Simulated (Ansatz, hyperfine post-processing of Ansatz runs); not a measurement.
# NMR shift of metallic Cu (Copper) from a Zeeman field

Wanted: spin susceptibility and spin part of the Knight shift of Cu (Copper), from the response to a Zeeman field.

**The experiment.** The 63Cu shift is 2380 ppm, in “Spin and orbital magnetic response in metals: susceptibility and NMR shifts” (2007; arXiv:0707.1531), quoting earlier work.

Method: DFT, PBE, plane-wave PAW, default files (PAW set soft_2), collinear spin, scalar-relativistic, in Ansatz 0.2.0.

This is a report of a sequence of runs, with most program output left out.

**1. The starting structure**

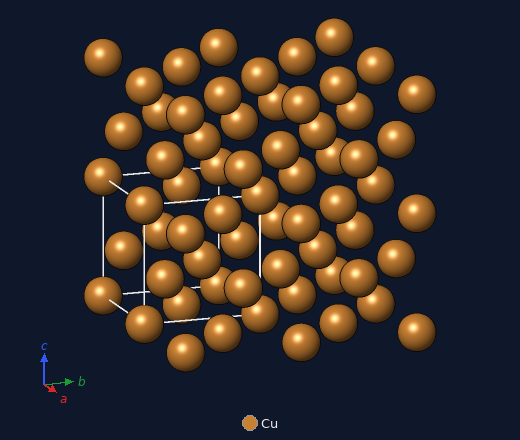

The starting structure, seen slightly off an axis (copper orange). 2×2×2 cells are drawn. This picture shows the conventional cell, with its axes. Some periodic images of atoms are drawn too.

The cell is an entry of the Crystallography Open Database.

**2. Applying a field to the spins**

A field acting on the spins alone polarises the electrons at the Fermi level, and through exchange the cores. The spin density that this leaves at a nucleus gives the contact field (2μ₀/3) μB ρ_s, and its ratio to B is the isotropic contact shift K; the spin-dipolar anisotropy is not included. The field, 300 T, is far above laboratory fields so that the moment stands clear of numerical noise; it splits the spins by 35 meV, against a smearing of 100 meV. The net moment comes from states near the Fermi level, so the mesh must be dense.

File input.yaml:

```yaml
crystal:
  lattice:
    - [0.0, 1.8075, 1.8075]
    - [1.8075, 0.0, 1.8075]
    - [1.8075, 1.8075, 0.0]
  atoms:
    - { symbol: Cu, position: [0.0, 0.0, 0.0] }
kpoints:
  mp_grid: { grid: [31, 31, 31] }
scf:
  lower_state_search: "off"
  occupations: { method: fermi_dirac, width: 0.1 }
  convergence: { dr2_threshold: 1.0e-10 }
hamiltonian:
  xc: pbe
output:
  efg: { contact_densities: true, quadrupole_moments_barn: { Cu: -0.22 } }
  forces: true
  dos: { de: 0.02 }
  write_density: true
  write_potential: true
  elf: true
  volumetric_format: npy
magnetization:
  spin_polarized: true
  magnetic_field: 300
```

Command:

```
ansatz run input.yaml --threads 2 --pin off --max-ram 4096MiB --backend cpu --events-out ev --progress --plain --runs-dir out
```

It took 34 s on 2 threads of Arm Neoverse N1, shared host; peak memory 0.53 GiB.

The moment is 0.00627 μB a cell, a spin susceptibility of 11.7 × 10⁻⁶ emu per mole of atoms. With 7.769 T for 1 e/Å³:

```csv
site,nucleus,contact shift (ppm),from valence states,rest (mostly cores)
Cu,63Cu,1620,1850,-225
```

The split depends on the files: semicore shells that they treat as valence count in the first part.

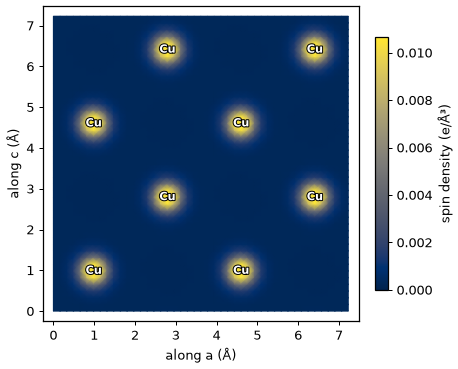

Spin density in the ac plane of the conventional cell at fractional y = 0.000, with atoms of Cu within 0.2 Å of it. The map starts off the cell's origin, so that atoms lie inside it.

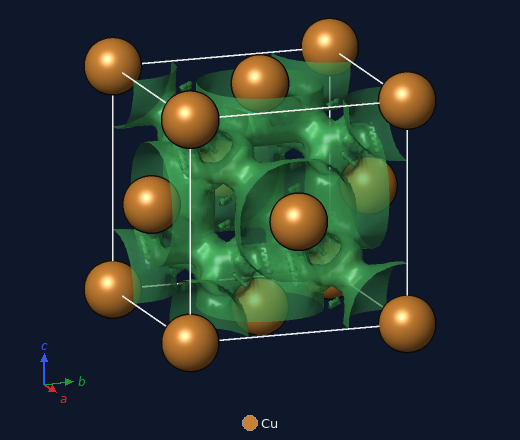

Surface of spin density = 3.1e-4 e/Å³, which holds about 70 % of the integral of its size.

**3. Is the response linear?**

The shift is a ratio that holds only while the moment grows in step with the field, so the field is doubled.

input.yaml, as its differences from that of step 2:

```diff
@@ -18,9 +18,4 @@
   forces: true
-  dos: { de: 0.02 }
-  write_density: true
-  write_potential: true
-  elf: true
-  volumetric_format: npy
 magnetization:
   spin_polarized: true
-  magnetic_field: 300
+  magnetic_field: 600
```

Wall time 28 s (2 threads); peak memory 0.51 GiB; 54 s of CPU time.

The moment goes from 0.00627 to 0.0125 μB, a factor of 2.00, and the shift of Cu from 1620 to 1620 ppm. The response is linear on all sites, to 3 % of the larger of shift and valence part or 3 ppm; the largest move is -3 ppm, on Cu.

**4. How settled the numbers are**

Each row names what differs in the settings from the first run, the PAW files staying the same unless named (PBE, default files (PAW set soft_2), mesh 31×31×31, fermi dirac smearing of 0.1 eV, cutoff 420 eV, 300 T). Shifts in ppm; times on 2 threads of Arm Neoverse N1, shared host.

```csv
run,time,χ_s (10⁻⁶ emu/mol),Cu
first run,34 s,11.7,1620
fermi dirac 0.15 eV,30 s,11.3,1540
mesh 38×38×38,53 s,11.2,1540
fermi dirac 0.05 eV,29 s,13.0,1850
PBEsol,28 s,11.7,1620
2000 T,22 s,11.5,1590
```

**5. Against experiment**

```csv
nucleus,measured total shift (ppm),calculated spin part (ppm)
63Cu,2380,1620
```

**6. Summary of results**

| Property | Result |
| --- | --- |
| 63Cu contact shift | 1620 ppm |
| spin susceptibility | 11.7 × 10⁻⁶ emu per mole of atoms |

In words: The spin part of the Knight shift is 1620 ppm on Cu in the first run. Against the measured 2380 ppm the spin part stands at 68 %, a figure no surer than the sampling error below. Widening the smearing to 0.15 eV changes the shift of Cu by -5 %. The finer mesh 38×38×38 changes the shift of Cu by -5 %; at least one site moves by over 5 %, so the first run is not converged in the mesh. Narrowing the smearing to 0.05 eV on the same mesh changes the shift of Cu by +14 %; a narrower smearing also needs a finer mesh, so this mixes a real change with noise. Another functional changes the shift of Cu by +0.1 % (PBEsol). Over the rows of this table on the first cell the shift spans 1540 to 1850 ppm on Cu. 1 further run of this session (failed, refused or on trial settings) is not shown. The orbital shift is left out; on d- and f-block metals such as Cu it can be large.

[Logs are printed without paths, hosts, clocks, repeated set-up lines and the standing remarks that a program may print on its own settings, such as how far it seeks lower states.]

[Hosts, paths, dates, database ids (printed as entryN), source tags and the programs' standing remarks are cut or masked in the printed files.]
